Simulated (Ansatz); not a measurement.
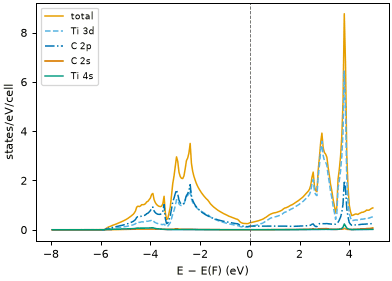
Fig. 1. Total and projected density of states of TiC (rock salt, Fm-3m), PBE in the plane-wave PAW code Ansatz

Task: Which orbitals carry the states next to the Fermi level?

Result: Within 0.5 eV of the Fermi level: Ti 3d 49 %, C 2p 48 %. Projections are on Löwdin-orthogonalised atomic valence shells; empty p or d shells of many metals are not among them.

Task: Where is the tallest occupied peak in this window, and what makes it?

Result: Near -2.4 eV, about 3.5 states/eV per cell; the largest projected share is C 2p.

The PBE relaxation kept the symmetry of its start. No spin polarisation was allowed.

Potentials: the earlier of the program's two PAW sets.
